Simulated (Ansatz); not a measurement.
# Predicting a hybrid from its neighbours: [SF3]+

[SF3]+ has 4 atoms, charge +1, and is taken as a singlet. SMILES: `F[S+](F)F`. Geometry: relaxed at PBE0-D4/def2-TZVP.

The vertical ionisation energy (to the doublet dication) y, in eV, basis 6-311+G(d,p); a is the functional's share of exact exchange. Programs: Ansatz 0.2.0.

```
functional  program     a  y (eV)
    revPBE   Ansatz     0   21.83
    r2SCAN   Ansatz     0   22.15
     B3LYP   Ansatz   0.2       ?
   r2SCAN0   Ansatz  0.25   22.51
      PBE0   Ansatz  0.25   22.39
     BHLYP   Ansatz   0.5   22.74
```

Question: Fit y = c + s·a to the known rows and predict B3LYP.

Answer: 
1. Means of the 5 rows: a = 0.2000, y = 22.324.
2. Σ(Δa)² = 0.175, Σ(Δa·Δy) = 0.271, so the slope is 0.271/0.175 = 1.5486.
3. Intercept: 22.324 − (1.5486) × 0.2000 = 22.014. The largest residual of the fit is 0.18.
4. B3LYP: 22.014 + (1.5486) × 0.2 = 22.32 eV.

The run gave 22.42 eV, so the prediction is off by -0.10 eV, within the scatter of the fit. The rows mix families of semi-local functionals, which the line can't see.

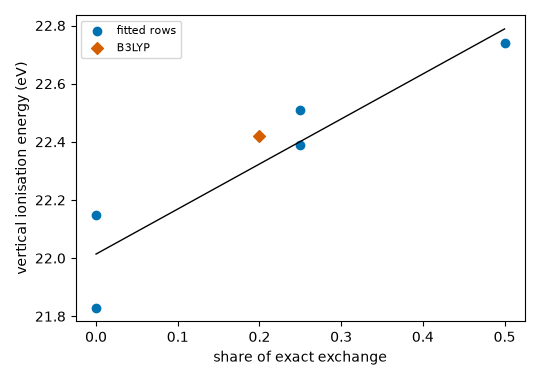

The fitted line, with the withheld row.
